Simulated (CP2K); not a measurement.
# PM3 run of AlNH3O (SMILES [NH2][Al][OH])

What is the vertical doublet–quartet gap of AlNH3O at PM3? 

The calculation is run with CP2K 2026.2.

1 further run of the same task is left out (set aside as unsound or not needed).

## 1. The structure to begin with

AlNH3O: 6 atoms, total charge 0, spin state doublet. SMILES: `[NH2][Al][OH]`. The shape is that of a PBE0-D4/def2-TZVP optimisation. This is one conformer, not always the lowest.

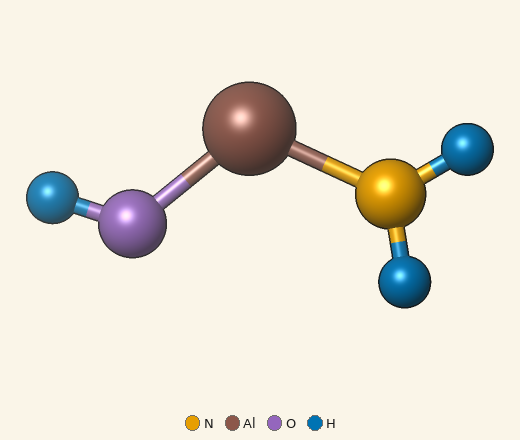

The structure, seen from a chosen angle (nitrogen amber, aluminium brown, oxygen purple, hydrogen blue).

## 2. Energy and forces at PM3

Input file molecule.xyz:

```xyz
6

N     -0.923900     0.240200    -0.760800
Al     0.595200     0.601300     0.070700
O      1.194100    -0.618500     1.101200
H     -1.434300    -0.623600    -0.657200
H     -1.394700     0.861600    -1.396800
H      2.005700    -0.525100     1.596800
```

Input file mol.inp:

```
&GLOBAL
   PROJECT mol
   RUN_TYPE ENERGY_FORCE
   PRINT_LEVEL MEDIUM
&END GLOBAL

&FORCE_EVAL
   METHOD QS
   &DFT
      MULTIPLICITY 2
      LSD T
      &QS
         METHOD PM3
         EPS_DEFAULT 1.0E-10
         &SE
            &COULOMB
               CUTOFF [angstrom] 50
               RC_RANGE [angstrom] 0
            &END COULOMB
            &EXCHANGE
               CUTOFF [angstrom] 50
               RC_RANGE [angstrom] 0
            &END EXCHANGE
         &END SE
      &END QS
      &POISSON
         PERIODIC NONE
         POISSON_SOLVER ANALYTIC
      &END POISSON
      &SCF
         SCF_GUESS ATOMIC
         EPS_SCF 1.0E-06
         MAX_SCF 100
         ADDED_MOS 8
         &DIAGONALIZATION
            ALGORITHM STANDARD
         &END DIAGONALIZATION
         &MIXING
            METHOD DIRECT_P_MIXING
            ALPHA 0.4
         &END MIXING
      &END SCF
      &PRINT
         &MOMENTS
            PERIODIC F
            REFERENCE COM
            MAX_MOMENT 1
         &END MOMENTS
         &MO ON
            ENERGIES T
            OCCUPATION_NUMBERS T
            NDIGITS 6
            &EACH
               QS_SCF 0
            &END EACH
            ADD_LAST NUMERIC
         &END MO
         &HIRSHFELD OFF
         &END HIRSHFELD
      &END PRINT
   &END DFT
   &SUBSYS
      &CELL
         ABC 19.4 17.5 19
         PERIODIC NONE
      &END CELL
      &TOPOLOGY
         COORD_FILE_NAME molecule.xyz
         COORD_FILE_FORMAT XYZ
         &CENTER_COORDINATES
         &END CENTER_COORDINATES
      &END TOPOLOGY
   &END SUBSYS
   &PRINT
      &FORCES ON
      &END FORCES
   &END PRINT
&END FORCE_EVAL
```

Run with:

```
$ OMP_NUM_THREADS=1 cp2k.psmp mol.inp > mol.out
```

The log of the run:

```text
CP2K| version string:                                       CP2K version 2026.2
[...]
 GLOBAL| Method name                                                        CP2K
[...]
 GLOBAL| Run type                                                   ENERGY_FORCE
[...]
 *** WARNING in qs_environment.F:2191 :: More ADDED_MOs requested for beta ***
 *** spin than available.                                                  ***
 *** WARNING in qs_environment.F:2210 :: More added MOs requested than     ***
 *** available. The full set of unoccupied MOs will be used. Use           ***
 *** 'ADDED_MOS -1' to always use all available MOs and to get rid of this ***
[...]
                             - Atoms:                                          6
[...]
                             - Spherical basis functions:                     15
[...]
 Number of electrons:                                                          9
[...]
     1 P_Mix/Diag. 0.40E+00    0.0     0.36135745       -16.6976482892 -1.67E+01
[...]
    28 DIIS/Diag.  0.25E-06    0.0     0.00000081       -20.3861131700 -6.33E-12
  *** SCF run converged in    28 steps ***
  Core-core repulsion energy [eV]:                            637.44573171217496
  Core Hamiltonian energy [eV]:                              -900.50304762947667
  Two-electron integral energy [eV]:                         -583.35406978690992
  Electronic energy [eV]:                                   -1192.18008252293157
  Total energy [eV]:                                         -554.73435081075661
  Atomic reference energy [eV]:                               550.74865538368022
  Heat of formation [kcal/mol]:                               -91.91232732167414
[...]
 SE_DIPOLE| Moment [Debye]          0.60233259      -1.15951283       1.00174685
 SE_DIPOLE| Derivative [a.u.]       0.00000000       0.00000000       0.00000000
 ENERGY| Total FORCE_EVAL ( QS ) energy [hartree]            -20.386113169952946
 FORCES| Atomic forces [hartree/bohr]
 FORCES|   Atom     x               y               z               |f|
 FORCES|      1 -1.02034814E-02 -6.15541813E-03 -3.66256934E-03   1.24665400E-02
 FORCES|      2 -8.76599972E-03  1.80967702E-02 -1.52080704E-02   2.52115301E-02
 FORCES|      3  2.08308802E-02 -1.31349935E-02  2.07324877E-02   3.21914534E-02
 FORCES|      4  4.97658789E-03  1.22293566E-02 -2.97339965E-03   1.35338352E-02
 FORCES|      5  5.46760481E-03 -7.75335778E-03  7.66325485E-03   1.21956851E-02
 FORCES|      6 -1.23055918E-02 -3.28235745E-03 -6.55170322E-03   1.43222301E-02
 FORCES| Sum     1.94289029E-16 -2.23779328E-16 -2.84494650E-16
 FORCES| Total atomic force                                       4.10807279E-16
[...]
```

Run time: 0.36 s. Hardware: 1 thread of Arm Neoverse V1, shared host.

## 3. The quartet

molecule.xyz is that of step 2.

Input file qs.inp:

```
&GLOBAL
 PROJECT qs
 RUN_TYPE ENERGY_FORCE
 PRINT_LEVEL MEDIUM
&END GLOBAL

&FORCE_EVAL
 METHOD QS
 &DFT
  MULTIPLICITY 4
  UKS T
  &QS
   METHOD PM3
   EPS_DEFAULT 1.0E-10
   &SE
    &COULOMB
     CUTOFF [angstrom] 50
     RC_RANGE [angstrom] 0
    &END COULOMB
    &EXCHANGE
     CUTOFF [angstrom] 50
     RC_RANGE [angstrom] 0
    &END EXCHANGE
   &END SE
  &END QS
  # isolated system
  &POISSON
   PERIODIC NONE
   POISSON_SOLVER ANALYTIC
  &END POISSON
  &SCF
   SCF_GUESS ATOMIC
   EPS_SCF 1.0E-06
   MAX_SCF 80
   &DIAGONALIZATION
    ALGORITHM STANDARD
   &END DIAGONALIZATION
   &MIXING
    METHOD DIRECT_P_MIXING
    ALPHA 0.4
   &END MIXING
  &END SCF
  # extra output
  &PRINT
   &MOMENTS
    PERIODIC F
    REFERENCE COM
    MAX_MOMENT 1
   &END MOMENTS
   &MO ON
    ENERGIES T
    OCCUPATION_NUMBERS T
    NDIGITS 6
    &EACH
     QS_SCF 0
    &END EACH
    ADD_LAST NUMERIC
   &END MO
   &HIRSHFELD OFF
   &END HIRSHFELD
  &END PRINT
 &END DFT
 &SUBSYS
  &CELL
   ABC 19.4 17.5 19
   PERIODIC NONE
  &END CELL
  &TOPOLOGY
   COORD_FILE_NAME molecule.xyz
   COORD_FILE_FORMAT XYZ
   &CENTER_COORDINATES
   &END CENTER_COORDINATES
  &END TOPOLOGY
 &END SUBSYS
 # extra output
 &PRINT
  &FORCES ON
  &END FORCES
 &END PRINT
&END FORCE_EVAL
```

Run with:

```
$ OMP_NUM_THREADS=1 cp2k.psmp -i qs.inp -o qs.out
```

The log of the run:

```text
CP2K| version string:                                       CP2K version 2026.2
[...]
 GLOBAL| Method name                                                        CP2K
[...]
 GLOBAL| Run type                                                   ENERGY_FORCE
[...]
                             - Atoms:                                          6
[...]
                             - Spherical basis functions:                     15
[...]
 Number of electrons:                                                         10
[...]
     1 P_Mix/Diag. 0.40E+00    0.0     0.37692225       -16.6976482892 -1.67E+01
[...]
    27 DIIS/Diag.  0.12E-06    0.0     0.00000053       -20.3249847279 -3.34E-12
  *** SCF run converged in    27 steps ***
  Core-core repulsion energy [eV]:                            637.44573171217496
  Core Hamiltonian energy [eV]:                              -886.02837298874613
  Two-electron integral energy [eV]:                         -608.97664006638240
  Electronic energy [eV]:                                   -1190.51669302193727
  Total energy [eV]:                                         -553.07096130976231
  Atomic reference energy [eV]:                               550.74865538368022
  Heat of formation [kcal/mol]:                               -53.55365113176553
[...]
 SE_DIPOLE| Moment [Debye]          4.07287794      -0.14317238       2.80263284
 SE_DIPOLE| Derivative [a.u.]       0.00000000       0.00000000       0.00000000
 ENERGY| Total FORCE_EVAL ( QS ) energy [hartree]            -20.324984727908806
 FORCES| Atomic forces [hartree/bohr]
 FORCES|   Atom     x               y               z               |f|
 FORCES|      1 -6.54031961E-02 -1.98483700E-02 -3.35831500E-02   7.61535541E-02
 FORCES|      2  4.01070617E-02  3.64418332E-02  8.07280779E-03   5.47882637E-02
 FORCES|      3  2.38074484E-02 -1.65093975E-02  2.44677013E-02   3.79212765E-02
 FORCES|      4  6.41895806E-03  1.39298773E-02 -2.88390394E-03   1.56064540E-02
 FORCES|      5  7.18492764E-03 -8.82368985E-03  9.36654981E-03   1.47381458E-02
 FORCES|      6 -1.21151998E-02 -5.19025330E-03 -5.44000494E-03   1.42586973E-02
 FORCES| Sum    -3.33066907E-16 -2.15105711E-16 -1.38777878E-17
 FORCES| Total atomic force                                       3.96732435E-16
[...]
```

Run time: 0.3 s. Hardware: 1 thread of Arm Neoverse V1, shared host.

## 4. Summary of results

Level: PM3.

```
                                          quantity           value
                             doublet: total energy    -20.38611 Eh
                            doublet: dipole moment          1.65 D
       doublet: HOMO energy (highest over α and β)        -9.06 eV
        doublet: LUMO energy (lowest over α and β)        -1.10 eV
doublet: heat of formation at this unrelaxed shape  -91.9 kcal/mol
                 doublet: largest force on an atom      1.655 eV/Å
                             quartet: total energy    -20.32498 Eh
                            quartet: dipole moment          4.95 D
       quartet: HOMO energy (highest over α and β)        -7.40 eV
quartet: heat of formation at this unrelaxed shape  -53.6 kcal/mol
                 quartet: largest force on an atom      3.916 eV/Å
  vertical energy of the quartet above the doublet        1.663 eV
```

In words: At this shape the quartet lies 1.66 eV (160 kJ/mol) above the doublet. The largest force (doublet) is 1.66 eV/Å: the shape isn't a stationary point for this species at this level.
